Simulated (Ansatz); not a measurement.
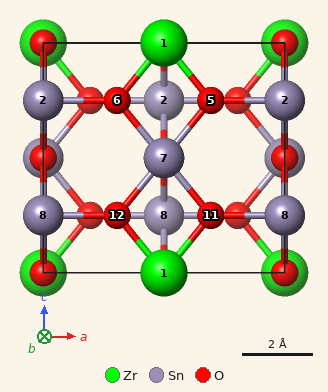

Solid ZrSn$_{3}$O$_{8}$ (built on the rutile host type), before the relaxation. Style: ball-and-stick. Shown: the conventional cell (2 times the calculation's cell), along the b axis. Lengths and directions refer to the drawn axes.

These are results of Ansatz, DFT, PBE, plane waves, PAW, not measurements.

The input:
```yaml
crystal:
  lattice:
    - [3.45193456, -3.45193456, 0.0]
    - [3.45193456, 3.45193456, 0.0]
    - [0.0, 0.0, 6.57245862]
  atoms:
    - { symbol: Zr, position: [0.5, 0.5, 0.0] }
    - { symbol: Sn, position: [0.0, 0.0, 0.75] }
    - { symbol: O, position: [0.1940277, 0.1940277, 0.0] }
    - { symbol: O, position: [0.8059723, 0.8059723, 0.0] }
    - { symbol: O, position: [0.6940277, 0.3059723, 0.75] }
    - { symbol: O, position: [0.3059723, 0.6940277, 0.75] }
    - { symbol: Sn, position: [0.5, 0.5, 0.5] }
    - { symbol: Sn, position: [0.0, 0.0, 0.25] }
    - { symbol: O, position: [0.1940277, 0.1940277, 0.5] }
    - { symbol: O, position: [0.8059723, 0.8059723, 0.5] }
    - { symbol: O, position: [0.6940277, 0.3059723, 0.25] }
    - { symbol: O, position: [0.3059723, 0.6940277, 0.25] }
kpoints:
  mp_grid: { grid: [6, 6, 4] }
hamiltonian:
  xc: pbe
scf:
  occupations: { method: fermi_dirac, width: 0.02 }
relax:
  f_tol: 0.005
  cell: {}
```

### Where does the relaxation end?

The largest moves relative to the cell, 0.011 Å, are those of O3 and O4. O4 goes along +b. By element the largest moves are O 0.011 Å, Sn 0.006 Å. Zr stays in place. Cell: a 6.904 → 6.843 Å (−0.9 %), b 6.904 → 6.874 Å (−0.4 %), c 6.572 → 6.497 Å (−1.1 %). Volume −2.4 %. Some distances before and after: O5–Sn7 2.120 → 2.095 Å, Sn2–O5 2.112 → 2.090 Å, O3–Sn8 2.120 → 2.100 Å, Sn7–O10 2.112 → 2.098 Å. The space group stays Cmmm (No. 65). The energy falls by 64.7 meV per cell of the calculation in 5 accepted moves (7 points after the start). Largest force component: 0.33 eV/Å at the start, 0.00027 eV/Å at the end. The pressure goes from −4.34 to −0.01 GPa. At 2 points the geometry stayed and the basis and grid were re-selected for the new cell (energy shift of 15.0 meV per cell of the calculation at most each time).

The structure at the end:

```
CELL_PARAMETERS angstrom
3.43723 -3.42160 0.00000
3.43723 3.42160 0.00000
0.00000 0.00000 6.49727
ATOMIC_POSITIONS crystal
Zr 0.50000 0.50000 0.00000
Sn 0.00000 0.00000 0.74902
O 0.19242 0.19242 0.00000
O 0.80758 0.80758 0.00000
O 0.69464 0.30536 0.74880
O 0.30536 0.69464 0.74880
Sn 0.50000 0.50000 0.50000
Sn 0.00000 0.00000 0.25098
O 0.19477 0.19477 0.50000
O 0.80523 0.80523 0.50000
O 0.69464 0.30536 0.25120
O 0.30536 0.69464 0.25120
```

The end point in the same view:

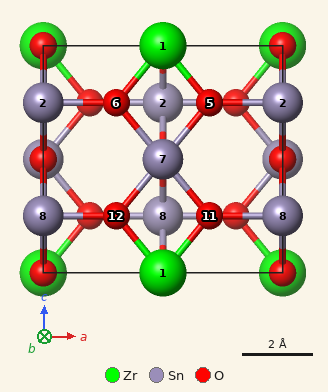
